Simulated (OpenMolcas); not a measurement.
Single-point calculation, with input and output: C2H6B (part 1 of 2)

System: C2H6B, multiplicity 2.
Method: HF/ANO-R0, ROHF, sfX2C (OpenMolcas 26.06).

The geometry comes from this level: PBE0-D4/def2-TZVP.

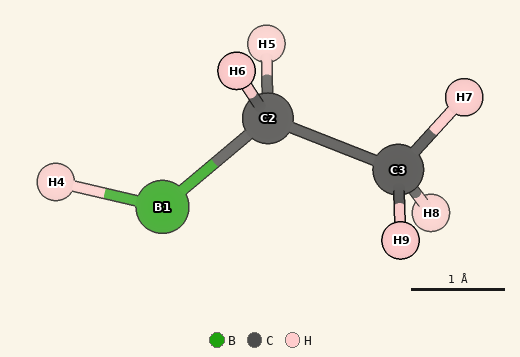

Fig. 1: The input geometry (ball-and-stick view, seen at a tilt; atoms are numbered from 1 in the order of the input).

Input
```
>>> EXPORT MOLCAS_PRINT=2

&GATEWAY
 Coord=coord.xyz
 Basis=ANO-R0
 Group=NoSym

&SEWARD

&SCF
 UHF
 Spin=2
 PrOrbitals=0

&RASSCF
 FileOrb=$Project.UnaOrb
 Spin=2
 Nactel=1 0 0
 Inactive=11
 Ras2=1
 OutOrbitals=Canonical
 OrbListing=Nothing
```

File coord.xyz
```
9

B     -1.415300     0.517300    -0.623600
C      0.077500     0.346900    -0.300600
C      0.504700    -0.731500     0.688600
H     -1.915600     1.307200    -1.370300
H      0.580700     0.211000    -1.273200
H      0.428600     1.341200     0.024500
H      1.588300    -0.746200     0.828800
H      0.197300    -1.721000     0.344100
H      0.042200    -0.571000     1.664600
```

Run on 1 thread of Arm Neoverse V1, 24 GiB of memory available, shared host.

Launched with:
```bash
export MOLCAS_MEM=1860
pymolcas step1.inp > step1.log
```

The program's output
```
--- Start Module: gateway ---

                                              &GATEWAY

                       available to each process: 1.9 GB of memory, 1 thread

++    Symmetry information:
      ---------------------

                    Character Table for C1

                             E
                    a        1  x, y, xy, Rz, z, xz, Ry, yz, Rx, I
--

++    Basis set information:
      ----------------------

      Basis set label: B.ANO-R...2S1P.

      Electronic valence basis set:
      ------------------
      Associated Effective Charge   5.000000 au
      Associated Actual Charge      5.000000 au
      Nuclear Model: Finite nucleus - Gaussian distribution
        Gaussian exponent, Xi/bohr**(-2):  7.11787E+08

      Shell  nPrim  nBasis  Cartesian Spherical Contaminant
         s      12       2        X
         p       7       1        X

      Basis set label: C.ANO-R...2S1P.

      Electronic valence basis set:
      ------------------
      Associated Effective Charge   6.000000 au
      Associated Actual Charge      6.000000 au
      Nuclear Model: Finite nucleus - Gaussian distribution
        Gaussian exponent, Xi/bohr**(-2):  6.80775E+08

      Shell  nPrim  nBasis  Cartesian Spherical Contaminant
         s      12       2        X
         p       7       1        X

      Basis set label: H.ANO-R...1S.

      Electronic valence basis set:
      ------------------
      Associated Effective Charge   1.000000 au
      Associated Actual Charge      1.000000 au
      Nuclear Model: Finite nucleus - Gaussian distribution
        Gaussian exponent, Xi/bohr**(-2):  2.12482E+09

      Shell  nPrim  nBasis  Cartesian Spherical Contaminant
         s       7       1        X
--

++    Molecular structure info:
      -------------------------

                    ************************************************
                    **** Cartesian Coordinates / bohr, angstrom ****
                    ************************************************

     Center  Label                x              y              z                     x              y              z
        1      B1              -2.674529       0.977555      -1.178433             -1.415300       0.517300      -0.623600
        2      C2               0.146454       0.655546      -0.568052              0.077500       0.346900      -0.300600
        3      C3               0.953745      -1.382335       1.301265              0.504700      -0.731500       0.688600
        4      H4              -3.619959       2.470250      -2.589492             -1.915600       1.307200      -1.370300
        5      H5               1.097364       0.398732      -2.405999              0.580700       0.211000      -1.273200
        6      H6               0.809937       2.534501       0.046298              0.428600       1.341200       0.024500
        7      H7               3.001452      -1.410114       1.566205              1.588300      -0.746200       0.828800
        8      H8               0.372843      -3.252219       0.650255              0.197300      -1.721000       0.344100
        9      H9               0.079746      -1.079034       3.145638              0.042200      -0.571000       1.664600

                    ***************************************
                    *    InterNuclear Distances / bohr    *
                    ***************************************

               1 B1            2 C2            3 C3            4 H4            5 H5            6 H6
    1 B1       0.000000
    2 C2       2.904170        0.000000
    3 C3       4.988222        2.880802        0.000000
    4 H4       2.261208        4.643839        7.134365        0.000000
    5 H5       4.008632        2.085242        4.115415        5.155385        0.000000
    6 H6       4.008185        2.085211        4.115486        5.155143        3.264642        0.000000
    7 H7       6.741718        4.119832        2.064962        8.727550        4.761920        4.761600
    8 H8       5.524633        4.099530        2.063426        7.693184        4.816125        5.834547
    9 H9       5.523874        4.099355        2.063389        7.692656        5.834382        4.816297

               7 H7            8 H8            9 H9
    7 H7       0.000000
    8 H8       3.337949        0.000000
    9 H9       3.337752        3.321984        0.000000

                    *******************************************
                    *    InterNuclear Distances / angstrom    *
                    *******************************************

               1 B1            2 C2            3 C3            4 H4            5 H5            6 H6
    1 B1       0.000000
    2 C2       1.536820        0.000000
    3 C3       2.639653        1.524455        0.000000
    4 H4       1.196580        2.457414        3.775344        0.000000
    5 H5       2.121277        1.103463        2.177784        2.728112        0.000000
    6 H6       2.121040        1.103446        2.177821        2.727984        1.727574        0.000000
    7 H7       3.567564        2.180121        1.092731        4.618420        2.519900        2.519730
    8 H8       2.923510        2.169378        1.091918        4.071057        2.548584        3.087509
    9 H9       2.923108        2.169285        1.091899        4.070778        3.087422        2.548675

               7 H7            8 H8            9 H9
    7 H7       0.000000
    8 H8       1.766366        0.000000
    9 H9       1.766262        1.757918        0.000000

                    **************************************
                    *    Valence Bond Angles / degree    *
                    **************************************
                          Atom centers                 Phi
                      2 C2       1 B1       4 H4       127.62
                      1 B1       2 C2       3 C3       119.14
                      1 B1       2 C2       5 H5       105.75
                      1 B1       2 C2       6 H6       105.73
                      3 C3       2 C2       5 H5       110.92
                      3 C3       2 C2       6 H6       110.92
                      5 H5       2 C2       6 H6       103.04
                      2 C2       3 C3       7 H7       111.76
                      2 C2       3 C3       8 H8       110.94
                      2 C2       3 C3       9 H9       110.94
                      7 H7       3 C3       8 H8       107.91
                      7 H7       3 C3       9 H9       107.90
                      8 H8       3 C3       9 H9       107.22

           ***************************************************************
           *              Valence Dihedral Angles / degree               *
           ***************************************************************
                    Atom centers                       Phi1     Phi2     Theta
           4 H4       1 B1       2 C2       5 H5        127.62   105.75   -54.40
           4 H4       1 B1       2 C2       6 H6        127.62   105.73    54.43
           3 C3       2 C2       1 B1       4 H4        119.14   127.62  -179.99
           1 B1       2 C2       3 C3       7 H7        119.14   111.76  -179.97
           1 B1       2 C2       3 C3       8 H8        119.14   110.94    59.55
           1 B1       2 C2       3 C3       9 H9        119.14   110.94   -59.51
           5 H5       2 C2       3 C3       7 H7        110.92   111.76    56.95
           5 H5       2 C2       3 C3       8 H8        110.92   110.94   -63.52
           5 H5       2 C2       3 C3       9 H9        110.92   110.94   177.41
           6 H6       2 C2       3 C3       7 H7        110.92   111.76   -56.92
           6 H6       2 C2       3 C3       8 H8        110.92   110.94  -177.39
           6 H6       2 C2       3 C3       9 H9        110.92   110.94    63.55
--

            Nuclear Potential Energy             63.15406522 au

--- Stop Module: gateway /rc=_RC_ALL_IS_WELL_ ---

--- Start Module: seward ---

                                              &SEWARD

                       available to each process: 1.9 GB of memory, 1 thread

               SEWARD will generate:
                  Multipole Moment integrals up to order  2
                  Kinetic Energy integrals
                  Nuclear Attraction integrals (finite nuclei - Gaussian type)
                  One-Electron Hamiltonian integrals
                  Velocity integrals
                  Relativistic X2C integrals
                  Orbital angular momentum around ( -0.3529   0.0414  -0.0916 )
                  Velocity quadrupole around ( -0.3529   0.0414  -0.0916 )
                  Atomic mean-field integrals
                  Two-Electron Repulsion integrals

                   Integrals are discarded if absolute value <: 1.00E-14
                   Integral cutoff threshold is set to       <: 1.00E-16

            Nuclear Potential Energy             63.15406522 au

      Basis set specifications :
      Symmetry species         a
      Basis functions           21

--- Stop Module: seward /rc=_RC_ALL_IS_WELL_ ---
--- Module seward spent 1 second ---

--- Start Module: scf ---

                                                &SCF

                       available to each process: 1.9 GB of memory, 1 thread

++    Input section:
      --------------

      Header of the integral files:

      Cartesian coordinates in angstrom:
      -----------------------------------------------------
      No.  Label        X            Y            Z
      -----------------------------------------------------
       1   B1        -1.41530000   0.51730000  -0.62360000
       2   C2         0.07750000   0.34690000  -0.30060000
       3   C3         0.50470000  -0.73150000   0.68860000
       4   H4        -1.91560000   1.30720000  -1.37030000
       5   H5         0.58070000   0.21100000  -1.27320000
       6   H6         0.42860000   1.34120000   0.02450000
       7   H7         1.58830000  -0.74620000   0.82880000
       8   H8         0.19730000  -1.72100000   0.34410000
       9   H9         0.04220000  -0.57100000   1.66460000
      -----------------------------------------------------
      Nuclear repulsion energy =   63.15406522
--

++    Orbital specifications:
      -----------------------

      Symmetry species               1
                                     a
      Frozen orbitals                0
      Occupied orbitals alpha       12
      Occupied orbitals beta        11
      Secondary orbitals alpha       9
      Secondary orbitals beta       10
      Deleted orbitals               0
      Total number of orbitals      21
      Number of basis functions     21
--

      Molecular charge                           0.000

++    Optimization specifications:
      ----------------------------

      SCF Algorithm: Conventional USCF
      D(i)-D(i-1) density differences are used
      Number of density matrices in core                 5
      Maximum number of NDDO SCF iterations            400
      Maximum number of HF SCF iterations              400
      Threshold for SCF energy change             1.00E-09
      Threshold for density matrix                1.00E-04
      Threshold for Fock matrix                   1.50E-04
      Threshold for linear dependence             1.00E-09
      Threshold at which DIIS is turned on        1.50E-01
      Maximum depth in the DIIS procedure                5
      Maximum depth in the BFGS Hessian update          30
      Threshold at which QNR/C2DIIS is turned on  7.50E-02
      Threshold for Norm(delta) (QNR/C2DIIS)      1.00E-03
      All orbitals punched on: UHFORB
--

      Input vectors read from INPORB
      Orbital file label: *Guess orbitals

++ Convergence information
                               UHF SCF        iterations: Energy and convergence statistics

Iter     Tot. SCF        One-elec.       Two-elec.     Energy      Max Dij or  Max Fij      DNorm      TNorm      AccCon     Time
         Energy          Energy          Energy        Change      Delta Norm                                                in Sec.
   1  -102.983641203  -260.848193370    94.710486946   0.00E+00    3.71E-01*   2.07E-01*    6.43E+00   4.09E+01   None         0.
   2  -103.311325420  -260.713732454    94.248341813  -3.28E-01*   1.13E-01*   4.56E-02*    2.33E+00   4.08E+01   EDIIS        0.
   3  -103.342560433  -260.768086799    94.271461145  -3.12E-02*   2.83E-02*   1.99E-02*    7.20E-01   4.08E+01   c2DIIS       0.
   4  -103.346814831  -260.817224821    94.316344769  -4.25E-03*   4.15E-02*   5.85E-03*    2.03E-01   4.08E+01   QNRc2DIIS    0.
   5  -103.347207914  -260.796824110    94.295550975  -3.93E-04*   1.83E-02*   2.38E-03*    8.25E-02   4.08E+01   QNRc2DIIS    0.
   6  -103.347294084  -260.801485464    94.300126159  -8.62E-05*   1.08E-02*   6.56E-04*    3.56E-02   4.08E+01   QNRc2DIIS    0.
   7  -103.347307581  -260.802631323    94.301258521  -1.35E-05*   2.85E-03*   1.65E-04*    2.17E-02   4.08E+01   QNRc2DIIS    0.
   8  -103.347308439  -260.802834352    94.301460692  -8.57E-07*   3.35E-04    4.71E-05     5.88E-03   4.08E+01   QNRc2DIIS    0.
   9  -103.347308467  -260.802558754    94.301185067  -2.80E-08*   4.43E-04    2.82E-05     7.10E-04   4.08E+01   QNRc2DIIS    0.
  10  -103.347308486  -260.802754345    94.301380638  -1.90E-08*   5.65E-05    8.72E-06     1.05E-03   4.08E+01   QNRc2DIIS    0.
  11  -103.347308487  -260.802624807    94.301251099  -1.02E-09*   6.65E-05    3.89E-06     1.21E-04   4.08E+01   QNRc2DIIS    0.
  12  -103.347308487  -260.802598900    94.301225192  -4.97E-10    1.40E-05    1.09E-06     1.36E-04   4.08E+01   QNRc2DIIS    0.

       Convergence after  12 Iterations
--

 *****************************************************************************************************************************
 *                                             SCF/KS-DFT Program, Final results                                             *
 *                                                       Final Results                                                       *
 *****************************************************************************************************************************

::    Total SCF energy                               -103.3473084870
      One-electron energy                            -260.8025989000
      Two-electron energy                              94.3012251921
      Nuclear repulsion energy                         63.1540652209
      Kinetic energy (interpolated)                   103.0561347175
      Virial theorem                                    1.0028253900
      Total spin, S(S+1)                                0.7528382898
      Total spin, S                                     0.5014181393
      Max non-diagonal density matrix element           0.0000045211
      Max non-diagonal Fock matrix element              0.0000008969

      No orbitals printed

++    Static properties:
      ------------------

      LoProp Charges per center

                   B1       C2       C3       H4       H5       H6       H7       H8       H9
      Nuclear      5.0000   6.0000   6.0000   1.0000   1.0000   1.0000   1.0000   1.0000   1.0000
      Electronic  -4.9934  -6.4979  -6.6787  -0.9465  -0.7749  -0.7748  -0.7809  -0.7765  -0.7765

      Total        0.0066  -0.4979  -0.6787   0.0535   0.2251   0.2252   0.2191   0.2235   0.2235
--

      No orbitals printed

++    Molecular charges:
      ------------------

      Mulliken charges per centre
      ---------------------------

                            B1                      C2                      C3                      H4                      H5                      H6
                     alpha        beta       alpha        beta       alpha        beta       alpha        beta       alpha        beta       alpha        beta
      Total        2.9985      1.9270      3.2997      3.3755      3.4166      3.3936      0.4316      0.4901      0.3788      0.3566      0.3788      0.3566
      Total              4.9255                  6.6752                  6.8102                  0.9217                  0.7354                  0.7354

      Charge            0.0745                 -0.6752                 -0.8102                  0.0783                  0.2646                  0.2646

                            H7                      H8                      H9
                     alpha        beta       alpha        beta       alpha        beta
      Total        0.3651      0.3659      0.3654      0.3674      0.3654      0.3674
      Total              0.7310                  0.7328                  0.7328

      Charge            0.2690                  0.2672                  0.2672

      Total electronic charge=   23.000000

      Total            charge=   -0.000000
--

++    Static properties:
      ------------------

      LoProp Charges per center

                   B1       C2       C3       H4       H5       H6       H7       H8       H9
      Nuclear      5.0000   6.0000   6.0000   1.0000   1.0000   1.0000   1.0000   1.0000   1.0000
      Electronic  -4.9934  -6.4979  -6.6787  -0.9465  -0.7749  -0.7748  -0.7809  -0.7765  -0.7765

      Total        0.0066  -0.4979  -0.6787   0.0535   0.2251   0.2252   0.2191   0.2235   0.2235
--
```
